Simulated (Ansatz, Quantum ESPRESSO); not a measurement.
# Predicting the next point of a tunnelling series: a Si chain with one bond drawn out

Method. Quantum ESPRESSO 7.5 (pw.x, pwcond.x), PBE, GBRV ultrasoft; geometry as built. T is the transmission per spin at the Fermi level. The series steps the stretch of one bond.

| added stretch (Å) | T |
| --- | --- |
| 0.3 | 2.71 |
| 0.8 | 1.56 |
| 1.4 | 0.474 |

**Question.** What is T at 2.2 Å?

**Fit.** These rows are near contact, where ln T need not fall linearly; take a line all the same. The last two rows give a slope of ln(1.56/0.474)/(1.4 − 0.8) = 1.985 per Å, so T(2.2) ≈ 0.474 × exp(−1.985 × 0.8) = 0.0968.

**Check.** T = 0.0689; the estimate is 1.41 times that. The slope over the last interval is 2.410: steeper than before. A second code, Ansatz 0.2.0, gives 0.0569.

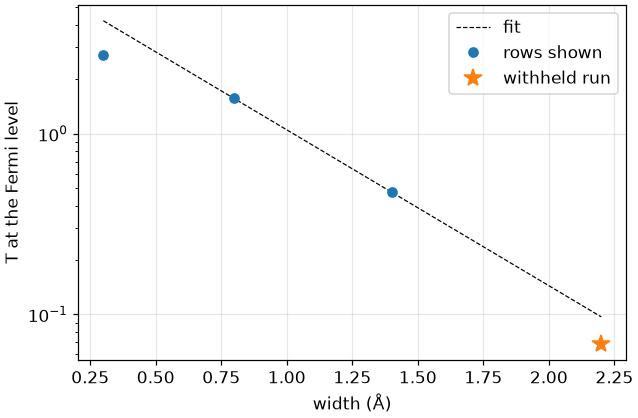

The rows shown, the fit and the withheld run.

**Limits.** Short leads, unrelaxed atoms, a barrier without the image potential.
